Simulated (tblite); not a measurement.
## C5H10BrNSi: geometry relaxation (part 2 of 2)

C5H10BrNSi; GFN2-xTB geometry optimisation, gas phase (tblite 0.8.0). It belongs to a series of runs on one base structure; here: constitutional isomer.

Geometry of the input (Å):
```
C  -2.6970  -0.6421  0.1422
C  -1.6028  0.2305  -0.4570
C  -0.2661  0.1348  0.3304
Br -0.4886  1.0663  2.0475
C  0.8656  0.8020  -0.4462
Si 2.6181  0.3938  0.1020
C  2.9201  -1.4566  0.0671
N  3.0770  -2.6060  0.0418
H  -3.5864  -0.6044  -0.4983
H  -3.0093  -0.2991  1.1423
H  -2.3916  -1.6862  0.2154
H  -1.9485  1.2615  -0.5099
H  -1.4382  -0.1137  -1.4670
H  -0.0430  -0.9051  0.5703
H  0.7452  1.9029  -0.4575
H  0.8111  0.4838  -1.4892
H  3.5668  1.0965  -0.8081
H  2.8588  0.9475  1.4624
```

## Trajectory as extended XYZ, continued
```
18
Properties=species:S:1:pos:R:3:forces:R:3 step=58 energy=-666.47951
C    -2.6859   -0.6117    0.1961    0.0050  -0.0030   0.0040
C    -1.5861    0.1978   -0.4778   -0.0120   0.0120  -0.0190
C    -0.2317    0.0696    0.2041   -0.0040  -0.0050   0.0310
Br   -0.3511    0.7760    2.0446   -0.0060   0.0020  -0.0070
C     0.8718    0.8071   -0.5373    0.0080  -0.0090   0.0030
Si    2.6205    0.5239    0.1788    0.0120   0.0200   0.0070
C     2.8014   -1.3377    0.1592   -0.0100  -0.0030  -0.0030
N     2.8713   -2.4808    0.1304    0.0040  -0.0070   0.0090
H    -3.6162   -0.5054   -0.3564    0.0010  -0.0190  -0.0070
H    -2.8558   -0.2653    1.2127    0.0100   0.0020   0.0190
H    -2.4200   -1.6665    0.2294   -0.0030  -0.0040  -0.0020
H    -1.8768    1.2508   -0.5153    0.0100   0.0220   0.0100
H    -1.4652   -0.1504   -1.5080   -0.0060  -0.0020  -0.0160
H     0.0288   -0.9838    0.3364   -0.0190  -0.0110  -0.0110
H     0.6410    1.8749   -0.5551    0.0030   0.0040   0.0030
H     0.8510    0.4689   -1.5777    0.0130   0.0010  -0.0140
H     3.6244    1.0688   -0.7357   -0.0180  -0.0010   0.0010
H     2.7698    0.9699    1.5600    0.0100   0.0010  -0.0070
18
Properties=species:S:1:pos:R:3:forces:R:3 step=62 energy=-666.48006
C    -2.6880   -0.6101    0.1943    0.0040   0.0110  -0.0010
C    -1.5876    0.2003   -0.4790    0.0150  -0.0050   0.0110
C    -0.2326    0.0629    0.2023    0.0080  -0.0010  -0.0290
Br   -0.3437    0.7480    2.0487   -0.0110   0.0110   0.0080
C     0.8713    0.8069   -0.5343   -0.0010  -0.0020  -0.0040
Si    2.6229    0.5280    0.1763   -0.0100  -0.0190  -0.0010
C     2.8020   -1.3350    0.1716   -0.0100   0.0050   0.0110
N     2.8701   -2.4785    0.1573    0.0030   0.0080   0.0030
H    -3.6197   -0.4970   -0.3552    0.0050  -0.0140   0.0100
H    -2.8511   -0.2699    1.2149    0.0020  -0.0050  -0.0100
H    -2.4271   -1.6668    0.2191    0.0030   0.0150  -0.0020
H    -1.8722    1.2559   -0.5116    0.0010  -0.0160   0.0030
H    -1.4663   -0.1481   -1.5097   -0.0190   0.0250  -0.0020
H     0.0232   -0.9935    0.3206    0.0010  -0.0020  -0.0070
H     0.6393    1.8751   -0.5455   -0.0030  -0.0150   0.0070
H     0.8537    0.4772   -1.5781   -0.0030  -0.0030   0.0050
H     3.6170    1.0614   -0.7544    0.0000   0.0060  -0.0010
H     2.7800    0.9895    1.5508    0.0140   0.0020   0.0020
18
Properties=species:S:1:pos:R:3:forces:R:3 step=66 energy=-666.48046
C    -2.6887   -0.6070    0.1932    0.0010  -0.0130  -0.0010
C    -1.5863    0.2006   -0.4791   -0.0150   0.0060  -0.0110
C    -0.2301    0.0538    0.1956   -0.0070  -0.0040   0.0110
Br   -0.3372    0.7210    2.0521    0.0010  -0.0050  -0.0210
C     0.8712    0.8061   -0.5343   -0.0020  -0.0040  -0.0020
Si    2.6235    0.5312    0.1740    0.0040   0.0110   0.0010
C     2.7979   -1.3307    0.1871    0.0040  -0.0050   0.0120
N     2.8669   -2.4741    0.1838    0.0000  -0.0090   0.0020
H    -3.6226   -0.4893   -0.3508   -0.0030   0.0120   0.0010
H    -2.8451   -0.2738    1.2167   -0.0050   0.0050   0.0010
H    -2.4347   -1.6649    0.2097    0.0220  -0.0130   0.0050
H    -1.8656    1.2569   -0.5061   -0.0090   0.0140   0.0120
H    -1.4728   -0.1409   -1.5127   -0.0040   0.0100  -0.0100
H     0.0225   -1.0045    0.3016    0.0170   0.0010   0.0040
H     0.6344    1.8728   -0.5366   -0.0030   0.0040   0.0010
H     0.8555    0.4847   -1.5802   -0.0050  -0.0070  -0.0070
H     3.6126    1.0557   -0.7680   -0.0020  -0.0010   0.0060
H     2.7898    1.0087    1.5423    0.0080  -0.0030  -0.0030
18
Properties=species:S:1:pos:R:3:forces:R:3 step=71 energy=-666.48089
C    -2.6888   -0.6071    0.1914   -0.0020   0.0020  -0.0010
C    -1.5884    0.2033   -0.4809    0.0030   0.0010   0.0070
C    -0.2308    0.0466    0.1904    0.0030   0.0050  -0.0120
Br   -0.3338    0.7000    2.0500    0.0050   0.0000   0.0050
C     0.8703    0.8043   -0.5343   -0.0020   0.0050  -0.0030
Si    2.6242    0.5333    0.1728   -0.0050  -0.0060  -0.0020
C     2.7965   -1.3291    0.2038    0.0090  -0.0040   0.0000
N     2.8663   -2.4726    0.2066   -0.0030   0.0020   0.0070
H    -3.6252   -0.4837   -0.3472    0.0020  -0.0120  -0.0060
H    -2.8418   -0.2768    1.2166    0.0020  -0.0050  -0.0020
H    -2.4324   -1.6649    0.2030   -0.0030   0.0040   0.0000
H    -1.8643    1.2613   -0.4972   -0.0060  -0.0020   0.0130
H    -1.4805   -0.1287   -1.5184    0.0000   0.0060   0.0050
H     0.0239   -1.0123    0.2877   -0.0060   0.0040  -0.0020
H     0.6308    1.8706   -0.5287    0.0010   0.0000  -0.0140
H     0.8552    0.4883   -1.5823   -0.0020   0.0040   0.0020
H     3.6064    1.0509   -0.7798    0.0070  -0.0050   0.0010
H     2.8037    1.0230    1.5349   -0.0050  -0.0010   0.0010
18
Properties=species:S:1:pos:R:3:forces:R:3 step=75 energy=-666.48120
C    -2.6899   -0.6064    0.1895    0.0050  -0.0140   0.0040
C    -1.5897    0.2061   -0.4802   -0.0010   0.0060   0.0090
C    -0.2297    0.0413    0.1842    0.0040   0.0050  -0.0050
Br   -0.3252    0.6756    2.0506    0.0060   0.0050   0.0110
C     0.8694    0.8054   -0.5368    0.0010  -0.0030  -0.0060
Si    2.6246    0.5343    0.1703   -0.0100   0.0150  -0.0070
C     2.7992   -1.3271    0.2200   -0.0140   0.0000  -0.0040
N     2.8626   -2.4708    0.2337    0.0060  -0.0060   0.0080
H    -3.6271   -0.4810   -0.3471    0.0040   0.0000   0.0050
H    -2.8376   -0.2822    1.2173   -0.0150   0.0020  -0.0020
H    -2.4351   -1.6641    0.1959    0.0060  -0.0200  -0.0050
H    -1.8648    1.2643   -0.4817    0.0020   0.0060  -0.0100
H    -1.4868   -0.1164   -1.5214   -0.0030   0.0170   0.0120
H     0.0246   -1.0186    0.2711   -0.0040   0.0050  -0.0090
H     0.6266    1.8712   -0.5288    0.0090  -0.0060   0.0040
H     0.8536    0.4947   -1.5862    0.0080  -0.0070  -0.0010
H     3.6055    1.0422   -0.7887    0.0090  -0.0040  -0.0030
H     2.8112    1.0378    1.5267   -0.0120  -0.0030  -0.0010
18
Properties=species:S:1:pos:R:3:forces:R:3 step=80 energy=-666.48199
C    -2.6869   -0.6136    0.1877   -0.0040   0.0180  -0.0030
C    -1.5959    0.2190   -0.4737   -0.0040   0.0010  -0.0060
C    -0.2298    0.0407    0.1735   -0.0060  -0.0010   0.0150
Br   -0.3093    0.6494    2.0516    0.0130  -0.0050  -0.0160
C     0.8693    0.8054   -0.5459    0.0040   0.0000   0.0070
Si    2.6229    0.5349    0.1646    0.0210  -0.0240  -0.0010
C     2.7988   -1.3269    0.2427   -0.0310   0.0230  -0.0010
N     2.8616   -2.4700    0.2807    0.0090   0.0010   0.0010
H    -3.6252   -0.4922   -0.3478   -0.0040  -0.0010  -0.0080
H    -2.8401   -0.2939    1.2160   -0.0040  -0.0300   0.0130
H    -2.4244   -1.6704    0.1857    0.0150   0.0280   0.0000
H    -1.8736    1.2762   -0.4496   -0.0050   0.0030   0.0080
H    -1.5026   -0.0757   -1.5232    0.0040  -0.0100  -0.0120
H     0.0180   -1.0216    0.2423    0.0090  -0.0090   0.0100
H     0.6270    1.8708   -0.5359    0.0050   0.0130   0.0020
H     0.8566    0.4966   -1.5958   -0.0040  -0.0100   0.0010
H     3.6080    1.0254   -0.7993    0.0030  -0.0010  -0.0070
H     2.8169    1.0521    1.5148   -0.0200   0.0050  -0.0010
18
Properties=species:S:1:pos:R:3:forces:R:3 step=84 energy=-666.48274
C    -2.6891   -0.6137    0.1841    0.0100   0.0030   0.0000
C    -1.5993    0.2279   -0.4683    0.0070   0.0090   0.0000
C    -0.2271    0.0306    0.1626    0.0070   0.0010  -0.0210
Br   -0.2828    0.5939    2.0534    0.0000   0.0050   0.0020
C     0.8691    0.8067   -0.5516   -0.0020  -0.0040  -0.0010
Si    2.6262    0.5376    0.1552   -0.0310   0.0250  -0.0070
C     2.7897   -1.3207    0.2766    0.0020  -0.0080   0.0050
N     2.8589   -2.4619    0.3457   -0.0050  -0.0100  -0.0040
H    -3.6285   -0.4845   -0.3478    0.0010  -0.0010   0.0000
H    -2.8401   -0.3146    1.2190    0.0030  -0.0030   0.0020
H    -2.4249   -1.6694    0.1661    0.0100  -0.0010  -0.0150
H    -1.8742    1.2850   -0.4180    0.0090   0.0030   0.0020
H    -1.5156   -0.0440   -1.5256   -0.0020  -0.0030   0.0170
H     0.0190   -1.0340    0.2040    0.0000   0.0040   0.0070
H     0.6246    1.8722   -0.5323    0.0020  -0.0140   0.0050
H     0.8545    0.5062   -1.6042   -0.0010  -0.0010   0.0120
H     3.6101    1.0024   -0.8233   -0.0020  -0.0080   0.0010
H     2.8208    1.0864    1.4929   -0.0080   0.0030  -0.0050
18
Properties=species:S:1:pos:R:3:forces:R:3 step=88 energy=-666.48298
C    -2.6871   -0.6147    0.1832   -0.0030  -0.0030   0.0010
C    -1.6007    0.2345   -0.4650   -0.0020  -0.0040   0.0060
C    -0.2256    0.0270    0.1548   -0.0040   0.0000   0.0180
Br   -0.2708    0.5733    2.0520   -0.0010   0.0040   0.0000
C     0.8686    0.8062   -0.5566   -0.0040   0.0010  -0.0020
Si    2.6233    0.5403    0.1514    0.0160  -0.0260   0.0090
C     2.7848   -1.3185    0.2917    0.0030   0.0050   0.0040
N     2.8550   -2.4590    0.3731   -0.0080   0.0080  -0.0060
H    -3.6280   -0.4856   -0.3464    0.0060   0.0030   0.0010
H    -2.8387   -0.3240    1.2206    0.0110  -0.0040  -0.0020
H    -2.4191   -1.6694    0.1562    0.0070   0.0030  -0.0090
H    -1.8738    1.2912   -0.4006    0.0070   0.0040   0.0010
H    -1.5242   -0.0262   -1.5250    0.0020  -0.0010  -0.0070
H     0.0179   -1.0383    0.1870   -0.0010   0.0000   0.0010
H     0.6231    1.8707   -0.5335   -0.0080   0.0070  -0.0030
H     0.8559    0.5081   -1.6092   -0.0070  -0.0010  -0.0110
H     3.6115    0.9912   -0.8296   -0.0070  -0.0050   0.0000
H     2.8191    1.0997    1.4842   -0.0060   0.0090  -0.0010
18
Properties=species:S:1:pos:R:3:forces:R:3 step=93 energy=-666.48324
C    -2.6862   -0.6150    0.1805    0.0090  -0.0020  -0.0040
C    -1.6010    0.2397   -0.4610    0.0030   0.0040  -0.0070
C    -0.2242    0.0212    0.1506    0.0020   0.0010  -0.0060
Br   -0.2579    0.5453    2.0537   -0.0020   0.0060   0.0000
C     0.8668    0.8062   -0.5596    0.0030  -0.0020   0.0030
Si    2.6230    0.5402    0.1475   -0.0090   0.0180  -0.0030
C     2.7825   -1.3150    0.3136   -0.0040  -0.0110   0.0000
N     2.8498   -2.4548    0.4058   -0.0050  -0.0040  -0.0010
H    -3.6279   -0.4793   -0.3456   -0.0020   0.0020   0.0060
H    -2.8335   -0.3371    1.2218    0.0040  -0.0070   0.0020
H    -2.4161   -1.6684    0.1380   -0.0070  -0.0080   0.0000
H    -1.8687    1.2971   -0.3832   -0.0030  -0.0040  -0.0010
H    -1.5304   -0.0099   -1.5245    0.0080   0.0100   0.0030
H     0.0175   -1.0450    0.1688   -0.0010   0.0020   0.0040
H     0.6185    1.8703   -0.5299    0.0010  -0.0050  -0.0010
H     0.8511    0.5142   -1.6142    0.0000   0.0000   0.0070
H     3.6080    0.9736   -0.8441    0.0020  -0.0030  -0.0010
H     2.8198    1.1232    1.4701    0.0000   0.0030  -0.0010
18
Properties=species:S:1:pos:R:3:forces:R:3 step=97 energy=-666.48339
C    -2.6826   -0.6172    0.1800   -0.0070  -0.0020   0.0020
C    -1.6004    0.2423   -0.4605   -0.0030  -0.0050   0.0040
C    -0.2239    0.0226    0.1501    0.0000   0.0030   0.0060
Br   -0.2570    0.5505    2.0526   -0.0010   0.0010  -0.0020
C     0.8671    0.8055   -0.5614   -0.0020   0.0030   0.0000
Si    2.6215    0.5403    0.1485    0.0050  -0.0110  -0.0010
C     2.7793   -1.3166    0.3146   -0.0060   0.0160   0.0000
N     2.8450   -2.4566    0.4051   -0.0040  -0.0010  -0.0010
H    -3.6261   -0.4819   -0.3430   -0.0020   0.0010   0.0000
H    -2.8293   -0.3433    1.2225    0.0100  -0.0020   0.0000
H    -2.4112   -1.6705    0.1351   -0.0030   0.0020  -0.0090
H    -1.8690    1.2989   -0.3790   -0.0100   0.0010   0.0070
H    -1.5295   -0.0015   -1.5248    0.0020  -0.0050  -0.0090
H     0.0158   -1.0438    0.1699    0.0030   0.0020   0.0050
H     0.6179    1.8693   -0.5343    0.0040   0.0060   0.0030
H     0.8505    0.5121   -1.6153    0.0070  -0.0070  -0.0010
H     3.6090    0.9700   -0.8422    0.0020  -0.0010   0.0000
H     2.8141    1.1262    1.4704    0.0040  -0.0010  -0.0030
18
Properties=species:S:1:pos:R:3:forces:R:3 step=102 energy=-666.48361
C    -2.6808   -0.6203    0.1776    0.0100  -0.0020  -0.0050
C    -1.5999    0.2426   -0.4602   -0.0020   0.0060  -0.0060
C    -0.2245    0.0269    0.1549   -0.0020   0.0000  -0.0050
Br   -0.2605    0.5633    2.0543   -0.0030   0.0050   0.0020
C     0.8670    0.8064   -0.5597    0.0050  -0.0050   0.0010
Si    2.6217    0.5385    0.1485   -0.0040   0.0220  -0.0010
C     2.7750   -1.3174    0.3139    0.0020  -0.0210  -0.0020
N     2.8397   -2.4581    0.3979   -0.0070   0.0100   0.0040
H    -3.6259   -0.4815   -0.3414   -0.0010   0.0030   0.0080
H    -2.8205   -0.3519    1.2224   -0.0080  -0.0050  -0.0010
H    -2.4097   -1.6731    0.1254   -0.0040  -0.0070  -0.0080
H    -1.8740    1.2981   -0.3772    0.0030  -0.0060  -0.0010
H    -1.5233    0.0010   -1.5256   -0.0110  -0.0030   0.0180
H     0.0159   -1.0394    0.1807    0.0000   0.0060  -0.0010
H     0.6203    1.8709   -0.5355    0.0030  -0.0050  -0.0050
H     0.8497    0.5072   -1.6122    0.0040   0.0070   0.0010
H     3.6087    0.9647   -0.8443    0.0030   0.0000   0.0030
H     2.8123    1.1284    1.4689    0.0110  -0.0050  -0.0020
18
Properties=species:S:1:pos:R:3:forces:R:3 step=106 energy=-666.48380
C    -2.6780   -0.6251    0.1739   -0.0010   0.0000   0.0060
C    -1.6017    0.2482   -0.4567    0.0010   0.0010   0.0040
C    -0.2235    0.0248    0.1493    0.0030   0.0020   0.0020
Br   -0.2511    0.5469    2.0541    0.0020   0.0040  -0.0090
C     0.8673    0.8064   -0.5640    0.0010   0.0030   0.0020
Si    2.6215    0.5411    0.1450    0.0070  -0.0120   0.0020
C     2.7670   -1.3146    0.3310    0.0030   0.0260  -0.0010
N     2.8281   -2.4542    0.4282   -0.0070  -0.0150   0.0050
H    -3.6272   -0.4793   -0.3359    0.0060   0.0030   0.0030
H    -2.8107   -0.3691    1.2228   -0.0120  -0.0200   0.0060
H    -2.4073   -1.6772    0.1054   -0.0040   0.0020  -0.0040
H    -1.8768    1.3011   -0.3549    0.0020   0.0120  -0.0070
H    -1.5309    0.0235   -1.5252   -0.0030  -0.0080  -0.0080
H     0.0147   -1.0421    0.1671    0.0020   0.0030  -0.0030
H     0.6200    1.8706   -0.5383   -0.0040   0.0000  -0.0050
H     0.8522    0.5095   -1.6171   -0.0050   0.0020   0.0020
H     3.6108    0.9489   -0.8533    0.0000   0.0030   0.0020
H     2.8169    1.1469    1.4571    0.0100  -0.0040   0.0030
18
Properties=species:S:1:pos:R:3:forces:R:3 step=111 energy=-666.48429
C    -2.6730   -0.6346    0.1688   -0.0060   0.0010   0.0010
C    -1.6021    0.2536   -0.4513   -0.0050  -0.0020   0.0000
C    -0.2206    0.0261    0.1466   -0.0020  -0.0010  -0.0030
Br   -0.2402    0.5370    2.0536    0.0050   0.0080   0.0020
C     0.8692    0.8094   -0.5665   -0.0030   0.0040  -0.0100
Si    2.6251    0.5454    0.1410   -0.0080   0.0060  -0.0020
C     2.7510   -1.3077    0.3549    0.0020   0.0040   0.0020
N     2.7933   -2.4470    0.4650   -0.0010  -0.0140   0.0070
H    -3.6290   -0.4642   -0.3196   -0.0050   0.0000  -0.0070
H    -2.7895   -0.4162    1.2280    0.0060  -0.0090   0.0050
H    -2.4122   -1.6857    0.0578    0.0050   0.0080   0.0020
H    -1.8811    1.3044   -0.3324    0.0090  -0.0110  -0.0070
H    -1.5372    0.0440   -1.5239    0.0070   0.0060   0.0110
H     0.0177   -1.0408    0.1572   -0.0030  -0.0020  -0.0020
H     0.6191    1.8729   -0.5447    0.0000   0.0090   0.0090
H     0.8541    0.5108   -1.6187   -0.0020  -0.0040  -0.0110
H     3.6153    0.9243   -0.8679   -0.0030   0.0060   0.0020
H     2.8313    1.1748    1.4404    0.0050  -0.0090   0.0030
18
Properties=species:S:1:pos:R:3:forces:R:3 step=115 energy=-666.48442
C    -2.6725   -0.6362    0.1688    0.0000  -0.0010  -0.0020
C    -1.6032    0.2550   -0.4499    0.0020   0.0000   0.0000
C    -0.2211    0.0286    0.1464    0.0010   0.0000   0.0020
Br   -0.2399    0.5447    2.0521    0.0060   0.0030   0.0030
C     0.8690    0.8100   -0.5688   -0.0010  -0.0010   0.0010
Si    2.6242    0.5447    0.1408    0.0000  -0.0040  -0.0020
C     2.7505   -1.3088    0.3549   -0.0050  -0.0060   0.0010
N     2.7910   -2.4482    0.4661    0.0000   0.0040   0.0050
H    -3.6286   -0.4674   -0.3203   -0.0020   0.0010   0.0030
H    -2.7892   -0.4229    1.2291    0.0040   0.0040  -0.0040
H    -2.4082   -1.6860    0.0553    0.0020  -0.0020  -0.0030
H    -1.8823    1.3052   -0.3304   -0.0040   0.0030   0.0010
H    -1.5379    0.0481   -1.5225    0.0020  -0.0040  -0.0030
H     0.0161   -1.0385    0.1590    0.0020  -0.0020   0.0010
H     0.6205    1.8741   -0.5468   -0.0010  -0.0020  -0.0020
H     0.8537    0.5088   -1.6206   -0.0030   0.0080   0.0000
H     3.6159    0.9242   -0.8664   -0.0030   0.0060  -0.0010
H     2.8333    1.1710    1.4415   -0.0020  -0.0060   0.0000
```

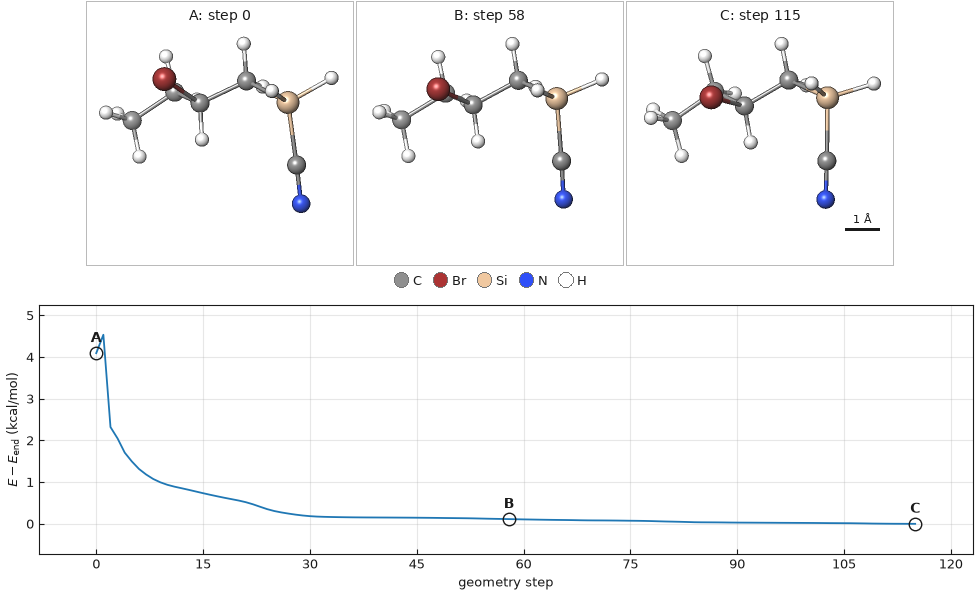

Figure 1. Frames of the relaxation (ball-and-stick view, seen at a tilt) above the curves, on which the letters mark them (steps are counted from 0).

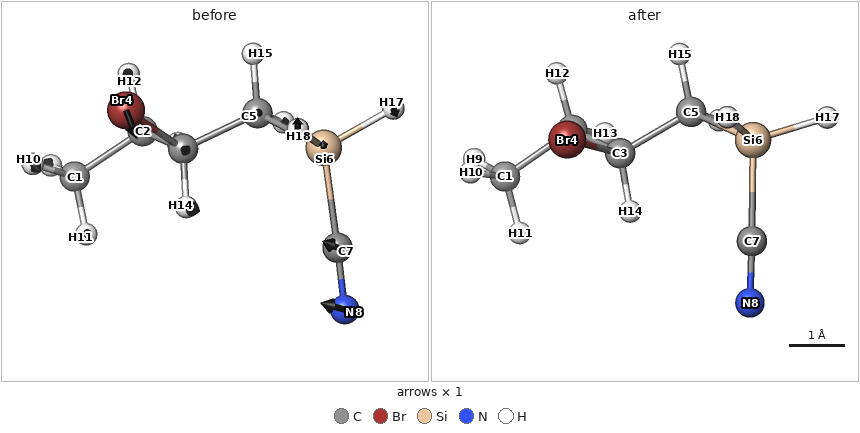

Figure 2. Before (left) and after (right) the relaxation, at one scale (ball-and-stick view, seen at a tilt). The black arrows give the displacements, at true length. Br4 moves most after the best rigid fit: 0.58 Å. By element the largest moves are Br 0.58 Å, N 0.53 Å, H 0.44 Å, C 0.36 Å, Si 0.15 Å. Distances before and after: C2–C3 1.554 → 1.522 Å, C5–Si6 1.881 → 1.912 Å, Si6–H17 1.491 → 1.464 Å, C7–N8 1.160 → 1.146 Å. Among the angles that change: H17–Si6–H18 106.2° → 113.9°, C5–Si6–C7 111.0° → 104.0°, Si6–C5–H16 105.2° → 109.4°. After 115 geometry steps the energy has fallen by 4.09 kcal/mol. The largest force component goes from 1.8 to 0.008 eV/Å. (Atoms are counted from 1 in the order of the input.)
